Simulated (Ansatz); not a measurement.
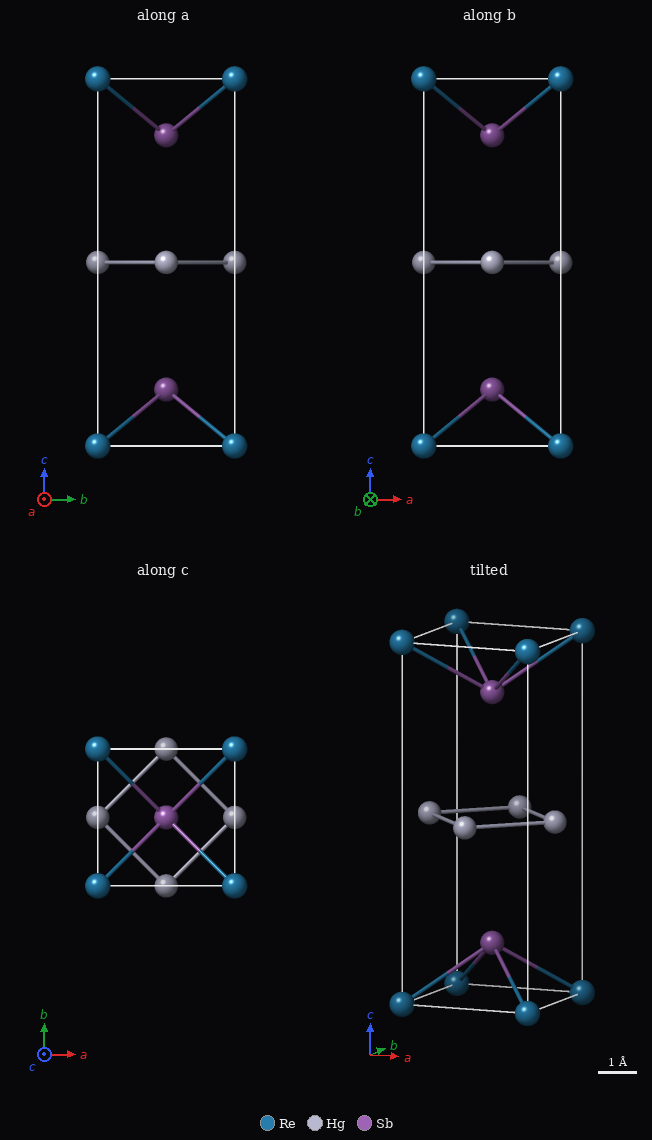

View along the a axis, along the b axis, along the c axis and slightly off an axis, drawn as a ball-and-stick model. Thin lines show the conventional unit cell, with boundary atoms drawn in all their periodic places.

Lattice parameters: a = 3.6669 Å, b = 3.6669 Å, c = 9.8303 Å, α = 90.000°, β = 90.000°, γ = 90.000°.

Give the structure in the form of a CIF in P1 with every atom of the cell, with free fractional coordinates to two decimals.

Answer.
```cif
data_structure
_symmetry_space_group_name_H-M 'P 1'
_symmetry_Int_Tables_number 1
_cell_length_a 3.6669
_cell_length_b 3.6669
_cell_length_c 9.8303
_cell_angle_alpha 90.000
_cell_angle_beta 90.000
_cell_angle_gamma 90.000
_cell_volume 132.18
loop_
_atom_site_label
_atom_site_type_symbol
_atom_site_fract_x
_atom_site_fract_y
_atom_site_fract_z
_atom_site_occupancy
Re1 Re 0.00 0.00 0.00 1
Hg1 Hg 0.00 0.50 0.50 1
Hg2 Hg 0.50 0.00 0.50 1
Sb1 Sb 0.50 0.50 0.15 1
Sb2 Sb 0.50 0.50 0.85 1
```

It goes back to a structure type filled with these elements by a generator (whether the compound takes this form wasn't checked). The picture shows the end point of a geometry optimisation with DFT PBE, scalar-relativistic, plane waves, PAW (Ansatz).
